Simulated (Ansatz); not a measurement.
**PH2F (phosphinous fluoride(8ci,9ci)): levels of theory compared**

We compute a comparison of 6 runs (B3LYP/STO-3G, PBE/STO-3G, UB3LYP/STO-3G, revPBE/STO-3G, RPA@PBE/STO-3G, CCSDT/STO-3G) of PH2F (phosphinous fluoride(8ci,9ci)). 

The results are computed with Ansatz 0.2.0.

50 further runs of the same task are left out: 50 set aside as unsound or not needed.

## Step 1: The structure to begin with

PH2F: 4 atoms, total charge 0, spin state singlet. SMILES: `FP`. The H3–P2 distance was set to 3.515 Å, away from the relaxed value. At this shape a bond of the SMILES string is far longer than usual.

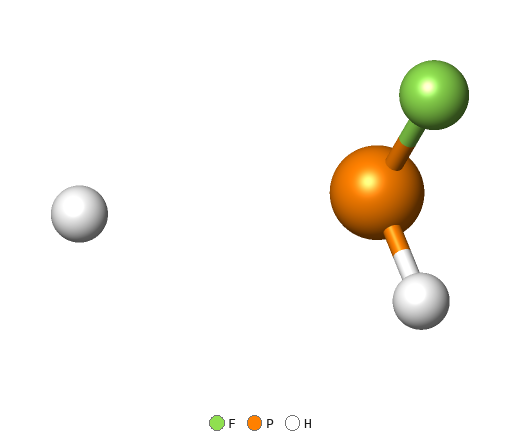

Viewed from a chosen angle; fluorine green, phosphorus orange, hydrogen white.

## Step 2: A single-point energy at B3LYP/STO-3G (run 1)

input.yaml

```yaml
crystal:
  periodic: [false, false, false]
  atoms:
    - {symbol: F, position_ang: [2.633394, -0.746193, -0.747837]}
    - {symbol: P, position_ang: [1.400824, -1.784123, -1.004847]}
    - {symbol: H, position_ang: [-1.053910, 0.574260, -0.129560]}
    - {symbol: H, position_ang: [1.438254, -2.289073, 0.306723]}
basis:
  gaussian:
    orbitals: STO-3G
hamiltonian:
  xc: {name: B3LYP}
accuracy: high
```

Run with:

```bash
ansatz run input.yaml --threads 1 --pin off --max-ram 2610MiB --events-out events.jsonl --progress --plain --runs-dir runs
```

Standard output:

```text
Warning: RAYON_NUM_THREADS=1 ignored (pool sized by the plan → 1); use --threads N
Functional definition: B3LYP
  name "B3LYP"
  parameter a0 = 0.2
  parameter ax = 0.72
  parameter ac = 0.81
  exchange = (1 - a0 - ax)*slater_x + ax*b88_x + a0*exact_x
  correlation = (1 - ac)*vwn_rpa_c + ac*lyp_c
263 factors; integrals over basis functions are off by at most 2.6e-8 eV
mean field evaluation 1: about -11877.2007 eV, gradient 2.1e1 eV
mean field evaluation 2: about -11870.3834 eV, gradient 3.0e1 eV
mean field evaluation 4: about -11878.3664 eV, gradient 1.4e1 eV
mean field evaluation 8: about -11881.5792 eV, gradient 1.8e1 eV
mean field evaluation 16: about -11886.2699 eV, gradient 1.4e-8 eV
mean field -11886.26985611 eV, -436.8123604091 hartree, gradient 1.7e-8 eV, S^2 0.000000; 0 other end points of the search recorded, 0 dependent functions left out
reference -11886.26988060 eV, -436.8123613090 hartree; 13, 13 occupied and 3, 3 virtual orbitals, 263 factors
Total energy: -11886.26988060 eV, -436.8123613090 hartree
```

It took 0.77 s on 1 thread of Arm Neoverse V2, shared host.

## Step 3: A single-point energy at PBE/STO-3G (run 2)

Changes to input.yaml since step 2:

```diff
@@ -1 +1,3 @@
+basis:
+  gaussian: {orbitals: STO-3G}
 crystal:
@@ -7,7 +9,4 @@
     - {symbol: H, position_ang: [1.438254, -2.289073, 0.306723]}
-basis:
-  gaussian:
-    orbitals: STO-3G
-hamiltonian:
-  xc: {name: B3LYP}
+magnetization: {spin_polarized: false}
+hamiltonian: {xc: {name: PBE}}
 accuracy: high
```

Run with:

```bash
ansatz run input.yaml --threads 1 --pin off --max-ram 2610MiB --events-out events.jsonl --progress --plain --runs-dir runs
```

Standard output:

```text
Warning: RAYON_NUM_THREADS=1 ignored (pool sized by the plan → 1); use --threads N
Functional definition: PBE
  name "PBE"
  parameter kappa = 0.804
  parameter beta = 0.06672455060314922
  exchange = pbe_x(kappa = kappa, mu = beta*pi^2/3)
  correlation = pbe_c(beta = beta)
263 factors; integrals over basis functions are off by at most 2.6e-8 eV
mean field evaluation 1: about -11870.2225 eV, gradient 1.9e1 eV
mean field evaluation 2: about -11863.0757 eV, gradient 2.8e1 eV
mean field evaluation 4: about -11870.0883 eV, gradient 1.9e1 eV
mean field evaluation 8: about -11879.6428 eV, gradient 2.2e-2 eV
mean field evaluation 16: about -11877.9280 eV, gradient 1.2e1 eV
mean field -11879.62189226 eV, -436.5680522437 hartree, gradient 1.0e-8 eV, S^2 0.000000; 0 other end points of the search recorded, 0 dependent functions left out
reference -11879.62189383 eV, -436.5680523014 hartree; 13, 13 occupied and 3, 3 virtual orbitals, 263 factors
Total energy: -11879.62189383 eV, -436.5680523014 hartree
```

It took 0.66 s on 1 thread of Arm Neoverse V2, shared host.

Run 3 isn't shown in full; the table further down has it.

## Step 4: A single-point energy at revPBE/STO-3G (run 4)

input.yaml

```yaml
crystal:
  periodic: [false, false, false]
  atoms:
    - symbol: F
      position_ang: [2.633394, -0.746193, -0.747837]
    - symbol: P
      position_ang: [1.400824, -1.784123, -1.004847]
    - symbol: H
      position_ang: [-1.053910, 0.574260, -0.129560]
    - symbol: H
      position_ang: [1.438254, -2.289073, 0.306723]
basis:
  gaussian:
    orbitals: STO-3G
magnetization:
  spin_polarized: false
  initial_magnetization: 0
hamiltonian:
  xc: {name: revPBE}
accuracy: high
```

Run with:

```bash
ansatz run input.yaml --threads 1 --pin off --max-ram 2610MiB --events-out events.jsonl --progress --plain --runs-dir runs
```

Standard output:

```text
Warning: RAYON_NUM_THREADS=1 ignored (pool sized by the plan → 1); use --threads N
Functional definition: revPBE
  name "revPBE"
  parameter kappa = 1.245
[... 3 set-up lines as earlier in the session ...]
263 factors; integrals over basis functions are off by at most 2.6e-8 eV
mean field evaluation 1: about -11875.3230 eV, gradient 1.9e1 eV
mean field evaluation 2: about -11867.8782 eV, gradient 2.8e1 eV
mean field evaluation 4: about -11875.2446 eV, gradient 1.9e1 eV
mean field evaluation 8: about -11884.6602 eV, gradient 2.7e-2 eV
mean field evaluation 16: about -11882.8828 eV, gradient 1.2e1 eV
mean field -11884.63925324 eV, -436.7524368587 hartree, gradient 1.0e-8 eV, S^2 0.000000; 0 other end points of the search recorded, 0 dependent functions left out
reference -11884.63925519 eV, -436.7524369305 hartree; 13, 13 occupied and 3, 3 virtual orbitals, 263 factors
Total energy: -11884.63925519 eV, -436.7524369305 hartree
```

Run time: 0.68 s. Hardware: 1 thread of Arm Neoverse V2, shared host.

Run 5 isn't shown in full; the table further down has it.

## Step 5: A single-point energy at CCSDT/STO-3G (run 6)

input.yaml

```yaml
crystal:
  periodic: [false, false, false]
  atoms:
    - {symbol: F, position_ang: [2.633394, -0.746193, -0.747837]}
    - {symbol: P, position_ang: [1.400824, -1.784123, -1.004847]}
    - {symbol: H, position_ang: [-1.053910, 0.574260, -0.129560]}
    - {symbol: H, position_ang: [1.438254, -2.289073, 0.306723]}
basis:
  gaussian:
    orbitals: STO-3G
correlation:
  method: ccsdt
  frozen_orbitals: {F: 1, H: 0, P: 5}
accuracy: high
scf:
  omitted_lower_state_checks: [cluster_reference, increment]
```

Run with:

```bash
ansatz run input.yaml --threads 1 --pin off --max-ram 2610MiB --events-out events.jsonl --progress --plain --runs-dir runs
```

Standard output, shortened:

```text
Warning: RAYON_NUM_THREADS=1 ignored (pool sized by the plan → 1); use --threads N
Functional definition: HF
  name "HF"
[...]
263 factors; integrals over basis functions are off by at most 2.6e-8 eV
[...]
mean field -11857.16754819 eV, -435.7428703191 hartree, gradient 6.5e-8 eV, S^2 0.000000; 1 other end points of the search recorded, 0 dependent functions left out; unrestricted orbitals would lower it
6 core orbitals not correlated: weight in the atoms' cores, before any rotation towards them, 1.000 or more for the frozen orbitals, at most 0.000 for the correlated occupied ones
reference -11857.16754819 eV, -435.7428703191 hartree; 7, 7 occupied and 3, 3 virtual orbitals, 263 factors
second order -5.68093855 eV of doubles, -0.00000000 eV of singles
cycle   1  -3.39543003 eV  change    -1.4e0 eV  update   1.6e-1
[...]
cycle  36  -7.51467152 eV  change  -1.4e-10 eV  update  2.5e-10
WARN: these amplitudes may be one of several solutions (largest doubles amplitude 0.93, level shift 14.10 eV)
Total energy: -11864.68221971 eV, -436.0190294038 hartree
Checks for a lower state left out: cluster_reference, increment
```

Wall time 0.18 s (1 thread of Arm Neoverse V2, shared host).

## Step 6: All runs side by side

| run | level | frozen core orbitals | energy (Eh) | wall time |
| --- | --- | --- | --- | --- |
| 1 | B3LYP/STO-3G | – | -436.812361 | 0.77 s |
| 2 | PBE/STO-3G | – | -436.568052 | 0.66 s |
| 3 | UB3LYP/STO-3G | – | -436.882352 | 3.3 s |
| 4 | revPBE/STO-3G | – | -436.752437 | 0.68 s |
| 5 | RPA@PBE/STO-3G | 6 | -436.032777 | 1.1 s |
| 6 | CCSDT/STO-3G | 6 | -436.019029 | 0.18 s |

## Step 7: Summary of results

| quantity | value |
| --- | --- |
| run 6: total energy | -436.01903 Eh |
| run 6: correlation energy (6 core orbitals frozen) | -276.2 mEh |
| run 6: T1 diagnostic | 0.040 |

In words: Totals of different functionals can't be ranked against each other. In runs 5, 6 the log says that unrestricted orbitals would lower the reference, so the values rest on an unstable closed-shell determinant (other closed-shell runs at this shape may share the fault). In runs 1, 2, 3, 4, 5, 6 the basis is minimal, so the values are rough. In runs 1, 2, 4, 5 a closed-shell determinant meets a far-stretched bond, which it describes badly. Spin contamination of the reference: run 3 ⟨S²⟩ = 0.99. Where it is this large, the reference is a mixture of spin states, and values that rest on it are in doubt. All runs together took 6.7 s, the longest 3.3 s.
